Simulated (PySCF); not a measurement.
SMILES C#C[SiH2][SiH2][Si](C)(C)C at its GFN2-xTB optimised geometry (Å):

```
22

C     -0.0742    -2.9004     0.1351
C      0.7474    -2.0583    -0.1140
Si     1.9786    -0.7234    -0.4863
Si     0.9973     1.3244     0.0000
Si    -1.3364     1.3244     0.0000
C     -1.9796     0.4064    -1.5477
C     -2.0876     3.0843     0.0000
C     -1.9927     0.3973     1.5358
H     -0.7870    -3.6448     0.3504
H      2.3290    -0.9118    -1.9029
H      3.1745    -1.0780     0.2929
H      1.5256     1.7979     1.2934
H      1.5317     2.3197    -0.9498
H     -3.0649     0.3594    -1.5686
H     -1.6067    -0.6139    -1.5728
H     -1.6576     0.8958    -2.4624
H     -1.7709     3.6435    -0.8758
H     -1.7714     3.6448     0.8751
H     -3.1745     3.0635    -0.0006
H     -3.0778     0.3413     1.5438
H     -1.6106    -0.6193     1.5598
H     -1.6839     0.8851     2.4559
```

Computed with PySCF with PBE/def2-SVP.

Map of the deformation density (molecule minus spherical neutral atoms) (e/bohr³) on the plane z = 0.6 Å:

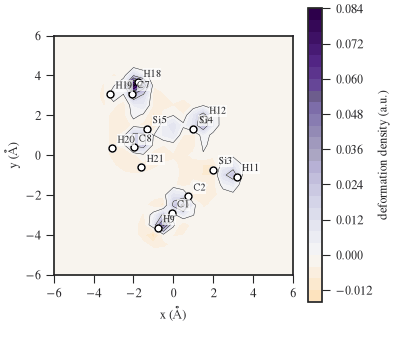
Fig. 1. Deformation density (molecule minus spherical neutral atoms) (e/bohr³) on the plane z = 0.6 Å.
